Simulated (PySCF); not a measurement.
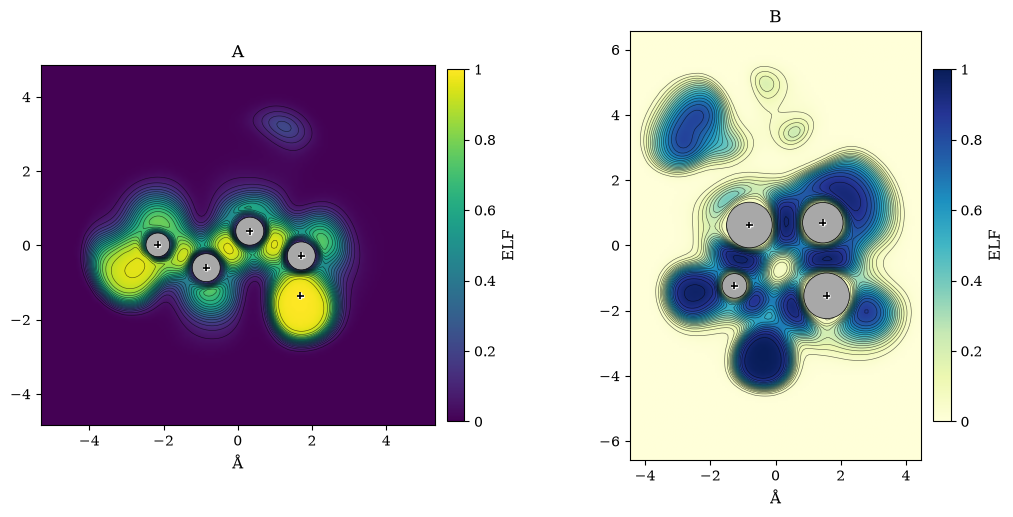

The ELF of 2 systems, each on a plane through atoms (crosses mark nuclei in the plane; grey discs cover the cores).

Level of theory: PBE0/pcSseg-1, SCF density, gas phase, non-relativistic in PySCF.

System 1: C₅H₁₃OPSi₂, the plane of atoms Si5, P9 and Si8. Geometry: GFN2-xTB.

```xyz
22

C     3.1263   -0.7582   -0.6304
C     2.6724   -0.0043    0.5932
O     3.3482    0.8406    1.1293
C     1.2943   -0.3355    1.0604
Si    0.0877    0.8440    0.1402
C    -1.6069    0.9460    1.0418
C    -2.6180   -0.0393    0.4577
Si   -2.5635   -0.0171   -1.4558
P    -0.3738    0.0975   -1.9331
H     3.1766   -1.8238   -0.4157
H     2.4034   -0.6039   -1.4314
H     4.1046   -0.4088   -0.9492
H     1.2199   -0.1405    2.1283
H     1.0440   -1.3749    0.8595
H     0.6768    2.1821    0.0314
H    -1.9855    1.9605    0.9098
H    -1.5054    0.7897    2.1165
H    -2.3823   -1.0474    0.8071
H    -3.6201    0.1880    0.8236
H    -3.2020    1.1872   -1.9912
H    -3.1686   -1.2253   -2.0197
H    -0.1387   -1.2374   -1.6584
```

System 2: C₄H₁₀FNSi, the plane of atoms C2, C3 and C5. Geometry: GFN2-xTB.

```xyz
17

N     2.5177    0.3809    0.2070
C     1.4427   -0.5340   -0.1174
C     0.1378    0.1399   -0.5456
F     0.4089    0.8489   -1.7254
C    -1.0419   -0.8279   -0.7453
C    -1.9096   -0.4347    0.4678
Si   -0.8540    1.1261    0.7935
H     2.7114    0.9705   -0.5964
H     2.2433    0.9884    0.9729
H     1.2390   -1.1544    0.7595
H     1.7933   -1.1815   -0.9285
H    -1.5427   -0.6002   -1.6851
H    -0.7431   -1.8760   -0.7601
H    -2.9599   -0.2987    0.2227
H    -1.8570   -1.1795    1.2601
H    -0.2132    1.2477    2.1029
H    -1.3797    2.3965    0.3075
```

Question: Match each panel to its system.

Answer: Panel A is system 2, C₄H₁₀FNSi: the plane holds N, C and H. C–N (1.45 Å): the ELF peaks at about 0.95 between the atoms: a shared electron pair. Panel B is system 1, C₅H₁₃OPSi₂: the plane holds Si, C and P. C–Si (1.92 Å): the ELF peaks at about 0.95 between the atoms (a covalent bond).
